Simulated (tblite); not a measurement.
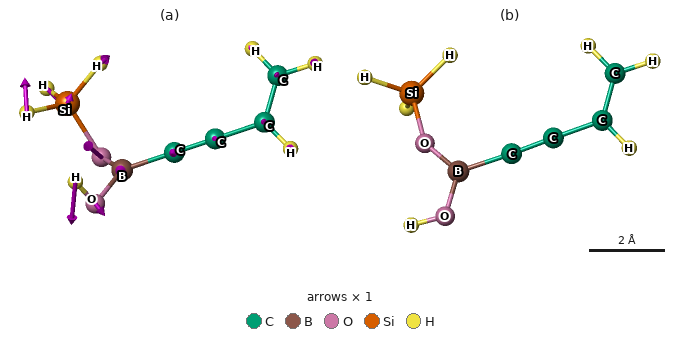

The structure of C4H7BO2Si before (left) and after (right) a relaxation, at one scale. The purple arrows give the displacements, at their true length.

A ball-and-stick model, seen from a free direction.

Computed with GFN2-xTB geometry optimisation, gas phase in tblite 0.8.0. 

Describe what moved and what it gained.

Answer. After 135 geometry steps the energy has fallen by 145.9 kJ/mol. The atom that moves furthest after the best rigid fit is an H atom (1.37 Å). Largest moves by element: H 1.37 Å, O 1.23 Å, B 0.45 Å, Si 0.31 Å, C 0.26 Å. Some distances before and after: B–O 1.470 → 1.350 Å, O–Si 1.726 → 1.609 Å, C–C 1.450 → 1.410 Å, H–O 0.987 → 0.958 Å. Among the angles between lasting bonds that change: B–O–Si 106.8° → 149.5°, B–O–H 104.8° → 114.6°, O–Si–H 109.7° → 103.6°. Groups turn about B–O by about 90°, B–O by about 90°, O–Si by about 75°.
